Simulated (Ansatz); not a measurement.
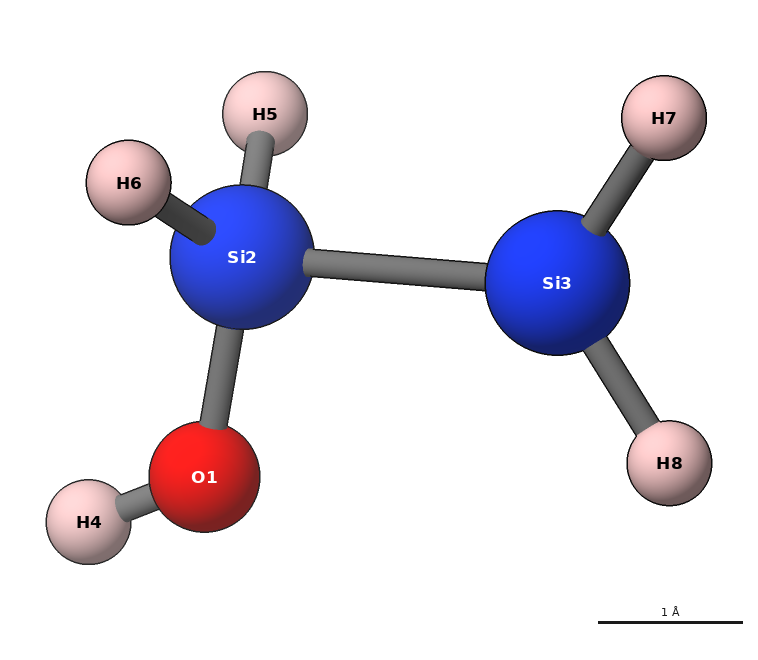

Atoms carry their numbers in the input. The species has charge +1 and is a spin singlet. Computed geometry: PBE0-D4/def2-TZVP optimisation. No frequency run is at hand to confirm it as a minimum.

Q: What is the geometry at O1?

A: O1 has 2 neighbours (Si2 at 1.62, H4 at 0.96 Å); the arrangement is bent.

Q: How are the neighbours of atom 2 arranged?

A: Si2 has 4 neighbours (O1 at 1.62, Si3 at 2.38, H5 at 1.48, H6 at 1.48 Å); the arrangement is tetrahedral.

Q: How are the neighbours of atom 3 arranged?

A: Si3 has 3 neighbours (Si2 at 2.38, H7 at 1.48, H8 at 1.48 Å); the arrangement is trigonal planar.
